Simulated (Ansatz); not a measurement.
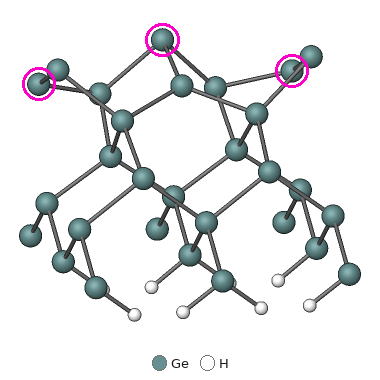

The system is a Ge(100) slab cut from the Fd-3m phase, its lower face capped with 8 H atoms (28 atoms in the cell); the picture shows the reference structure. Two atoms of the surface dimers are held at set heights. Coordinates scanned: (1) height of Ge17 above its place in the flat dimer; (2) height of Ge18 above its place in the flat dimer. Relaxed at each point: all atoms of the upper layers, but for the two heights. The grid has 7 × 7 points; 28 points were computed and 21 follow by symmetry. Points are written as (first, second). Energies: eV, counted from the lowest grid point. Method: Ansatz 0.2.0, DFT LDA, scalar-relativistic, plane waves, PAW. Settings: cutoff 420 eV, k-mesh 3×3×1, gaussian smearing 0.05 eV, no spin polarisation.

Range: height of Ge17 above its place in the flat dimer from −0.669 to 0.647 Å; height of Ge18 above its place in the flat dimer from −0.669 to 0.647 Å.

> What will the energy surface look like?

The lowest grid point is at (−0.453 Å, 0.647 Å). It lies on the edge of the grid, but the force there points inwards, so the minimum lies inside the range. Other grid points that lie below all their neighbours: (−0.453 Å, −0.453 Å) (0.066 eV higher); (0.000 Å, 0.000 Å) (0.225 eV higher). The highest grid point, (0.431 Å, 0.431 Å), lies 0.531 eV above the lowest.

| second ↓, first → | −0.669 | −0.453 | −0.226 | 0.000 | 0.216 | 0.431 | 0.647 |
| --- | --- | --- | --- | --- | --- | --- | --- |
| 0.647 | 0.093 | 0.000 | 0.353 | 0.450 | 0.163 | 0.110 | 0.162 |
| 0.431 | 0.367 | 0.303 | 0.323 | 0.389 | 0.457 | 0.531 | 0.110 |
| 0.216 | 0.365 | 0.300 | 0.295 | 0.316 | 0.314 | 0.457 | 0.163 |
| 0.000 | 0.324 | 0.335 | 0.277 | 0.225 | 0.316 | 0.389 | 0.450 |
| −0.226 | 0.180 | 0.090 | 0.294 | 0.277 | 0.295 | 0.323 | 0.353 |
| −0.453 | 0.151 | 0.066 | 0.090 | 0.335 | 0.300 | 0.303 | 0.000 |
| −0.669 | 0.228 | 0.151 | 0.180 | 0.324 | 0.365 | 0.367 | 0.093 |

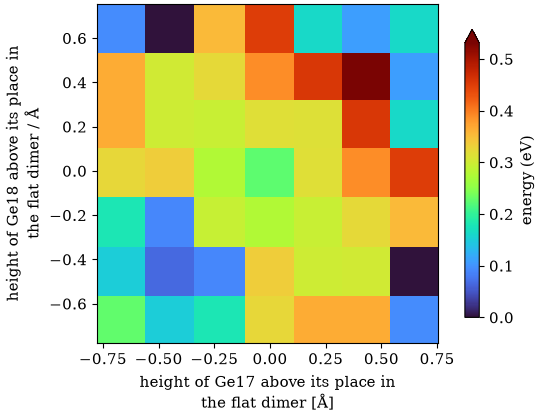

The picture shows one coloured cell a grid point, one colour for all values above the top of the scale.

Each point was launched as `ansatz run input.yaml --threads 4 --pin off --max-ram 12288MiB --backend cpu --events-out ev --progress --plain --runs-dir out`. The whole map (28 points run) took 38 min on 4 threads of Intel(R) Xeon(R) 6975P-C (Granite Rapids), with other jobs on the host.
